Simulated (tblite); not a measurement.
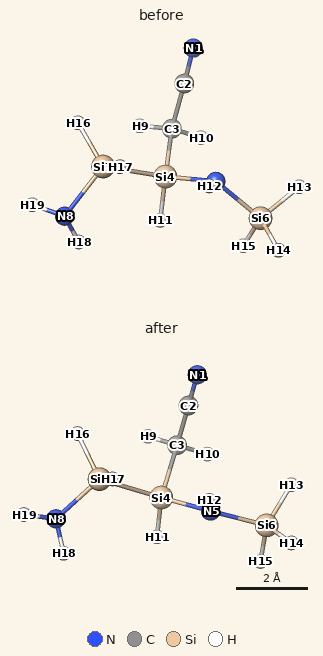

The structure of C2H11N3Si3 before (top) and after (bottom) a relaxation, at one scale.

The picture is a ball-and-stick view, seen at a tilt.

Method: GFN2-xTB geometry optimisation, gas phase in tblite 0.8.0. 

Q: Summarise the run.

A: Over 128 geometry steps the energy falls by 16.9 kcal/mol. H14 moves most after the best rigid fit: 0.69 Å. Largest moves by element: H 0.69 Å, N 0.55 Å, C 0.32 Å, Si 0.28 Å. Among the contacts that change: C3–Si4 1.847 → 1.937 Å, Si7–N8 1.798 → 1.725 Å, Si4–Si7 2.234 → 2.301 Å, N8–H18 1.057 → 1.007 Å. Bond angles that change, for instance: Si4–N5–Si6 114.8° → 128.5°, Si7–Si4–H11 109.7° → 119.8°, Si7–N8–H19 109.1° → 118.9°. The run took 2.1 s on 1 thread of Arm Neoverse N1, with other jobs on the host.
